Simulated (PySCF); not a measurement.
**One shape, several levels: triplet GeSiH4O**

Wanted: a comparison of 3 runs (U-r2SCAN/def2-SVP, UCAM-B3LYP/def2-SVP, UTPSS/def2-SVP) of triplet GeSiH4O. 

Program for the calculation: PySCF 2.14.0.

1 further run of the same task is left out (set aside as unsound or not needed).

**1. The molecule**

GeSiH4O: 7 atoms, total charge 0, spin state triplet. SMILES of the parent species: `[SiH3][O][GeH]`. The shape is that of a PBE0-D4/def2-TZVP optimisation. This is one conformer, not always the lowest. That shape belongs to the parent species and isn't relaxed for this state.

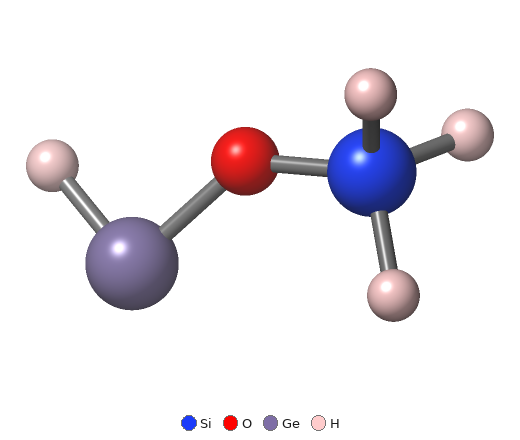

The structure, seen from a chosen angle (silicon blue, oxygen red, germanium purple, hydrogen pink).

**2. A single-point energy at U-r2SCAN/def2-SVP (run 1)**

The input, input.py:

```python
from pyscf import gto, dft

mol = gto.Mole()
mol.atom = '''
Si    -1.401610     1.230023    -0.560304
O      1.008169    -0.263239     0.706191
Ge     2.383701    -3.318737     0.253601
H     -2.663002    -0.373410    -2.501619
H     -0.493030     3.592936    -1.771618
H     -3.255053     1.867238     1.448286
H      4.536854    -2.863124     2.339481
'''
mol.verbose = 3
mol.basis = 'def2-svp'
mol.unit = 'bohr'
mol.max_memory = 1860
mol.spin = 2
mol.charge = 0
mol.build()

mf = dft.UKS(mol)
mf.xc = 'r2scan'
mf.grids.level = 5
mf.conv_tol = 1e-10
mf.kernel()
if not mf.converged:
    mf = mf.newton().run(mf.mo_coeff, mf.mo_occ)

energy = mf.e_tot
print('E(%s) = %.9f' % ('R2SCAN', energy))
```

On the command line:

```
$ OMP_NUM_THREADS=1 python input.py
```

What it wrote:

```text
WARN: HOMO -0.127472933355198 >= LUMO -0.247669157512331

WARN: HOMO -0.0591443985403948 >= LUMO -0.0950164007322045

WARN: HOMO -0.14250359068705 >= LUMO -0.186407713755664

WARN: HOMO -0.148274284557757 >= LUMO -0.187230270935144

WARN: HOMO -0.155205088903494 >= LUMO -0.191033479395674

WARN: HOMO -0.152486116504437 >= LUMO -0.187491727497385

WARN: HOMO -0.152904095390892 >= LUMO -0.187001990299137

WARN: HOMO -0.152897830850928 >= LUMO -0.18682275363047

WARN: HOMO -0.152930428473345 >= LUMO -0.186824948492985

WARN: HOMO -0.152913257052839 >= LUMO -0.186812109726444

WARN: HOMO -0.152916309321073 >= LUMO -0.186814689624108

WARN: HOMO -0.152914391550474 >= LUMO -0.186816833947132

WARN: HOMO -0.152914353938436 >= LUMO -0.186816637415902

WARN: HOMO -0.152914521939231 >= LUMO -0.186816930237053

converged SCF energy = -2443.58973752229  <S^2> = 2.005933  2S+1 = 3.0039527
E(R2SCAN) = -2443.589737522
```

Wall time 73 s (1 thread of Arm Neoverse V1, shared host); peak memory 0.5 GiB.

**3. A single-point energy at UCAM-B3LYP/def2-SVP (run 2)**

The input, calc.py:

```python
from pyscf import gto, dft

system = gto.Mole()
system.atom = '''
Si    -0.741700     0.650900    -0.296500
O      0.533500    -0.139300     0.373700
Ge     1.261400    -1.756200     0.134200
H     -1.409200    -0.197600    -1.323800
H     -0.260900     1.901300    -0.937500
H     -1.722500     0.988100     0.766400
H      2.400800    -1.515100     1.238000
'''
system.basis = 'def2-svp'
system.spin = 2
system.verbose = 3
system.max_memory = 1860
system.build()

mf = dft.UKS(system, xc='cam-b3lyp')
mf.grids.level = 5
mf.conv_tol = 1e-10
mf.kernel()
if not mf.converged:
    mf = mf.newton().run(mf.mo_coeff, mf.mo_occ)

etot = mf.e_tot
print('E(%s) = %.9f' % ('CAM-B3LYP', etot))
```

On the command line:

```
$ OMP_NUM_THREADS=1 python calc.py
```

What it wrote:

```text
WARN: HOMO -0.0955144237985626 >= LUMO -0.246144640802012

converged SCF energy = -2443.75431568825  <S^2> = 2.006807  2S+1 = 3.0045346
E(CAM-B3LYP) = -2443.754315688
```

Wall time 45 s (1 thread of Arm Neoverse V1, shared host); peak memory 0.46 GiB.

**4. The energy at UTPSS/def2-SVP (run 3)**

The input, start.xyz:

```xyz
7

Si    -0.741700     0.650900    -0.296500
O      0.533500    -0.139300     0.373700
Ge     1.261400    -1.756200     0.134200
H     -1.409200    -0.197600    -1.323800
H     -0.260900     1.901300    -0.937500
H     -1.722500     0.988100     0.766400
H      2.400800    -1.515100     1.238000
```

The input, job.py:

```python
from pyscf import gto, dft

system = gto.Mole()
system.atom = 'start.xyz'
system.verbose = 3
system.max_memory = 1860
system.spin = 2
system.charge = 0
system.basis = 'def2-svp'
system.build()

myscf = dft.UKS(system, xc='tpss')
myscf.grids.level = 5
myscf.conv_tol = 1e-10
myscf.kernel()
if not myscf.converged:
    myscf = myscf.newton().run(myscf.mo_coeff, myscf.mo_occ)

e_final = myscf.e_tot
print(f'total energy: {e_final:.8f} hartree')
```

On the command line:

```
$ OMP_NUM_THREADS=1 python job.py
```

What it wrote:

```text
WARN: HOMO -0.123522664091711 >= LUMO -0.242490383535524

WARN: HOMO -0.0450656868102484 >= LUMO -0.0825386002380721

WARN: HOMO -0.1355795979345 >= LUMO -0.192027316155019

WARN: HOMO -0.13651433696577 >= LUMO -0.189730301493759

WARN: HOMO -0.146836795895764 >= LUMO -0.196852298586645

WARN: HOMO -0.143294191698018 >= LUMO -0.192974257935994

WARN: HOMO -0.143872444287016 >= LUMO -0.192853326722213

WARN: HOMO -0.143826589161082 >= LUMO -0.192739751017889

WARN: HOMO -0.143867350037111 >= LUMO -0.192742533497115

WARN: HOMO -0.143852649934237 >= LUMO -0.192729535512103

WARN: HOMO -0.143855317748454 >= LUMO -0.192726175482048

WARN: HOMO -0.143856094476796 >= LUMO -0.192727361050665

WARN: HOMO -0.143856144730323 >= LUMO -0.192727499090054

converged SCF energy = -2443.67647250175  <S^2> = 2.0040509  2S+1 = 3.0026994
total energy: -2443.67647250 hartree
```

It took 70 s on 1 thread of Arm Neoverse V1, shared host; peak memory 0.5 GiB.

**5. Overview of the runs**

```csv
run,level,energy (Eh),dipole moment (D),HOMO energy (eV),⟨S²⟩,wall time
1,U-r2SCAN/def2-SVP,-2443.589738,0.93,-4.16,2.006,73 s
2,UCAM-B3LYP/def2-SVP,-2443.754316,1.04,-6.01,2.007,45 s
3,UTPSS/def2-SVP,-2443.676473,0.85,-3.91,2.004,70 s
```

**6. Summary of results**

```
                                 quantity           value
                      run 3: total energy  -2443.67647 Eh
                     run 3: dipole moment          0.85 D
run 3: HOMO energy (highest over α and β)        -3.91 eV
                              run 3: ⟨S²⟩           2.004
```

The dipole moment (its size) runs from 0.85 D (UTPSS/def2-SVP) to 1.04 D (UCAM-B3LYP/def2-SVP). Totals of different functionals can't be ranked against each other. All runs together took 3.1 min, the longest 73 s.
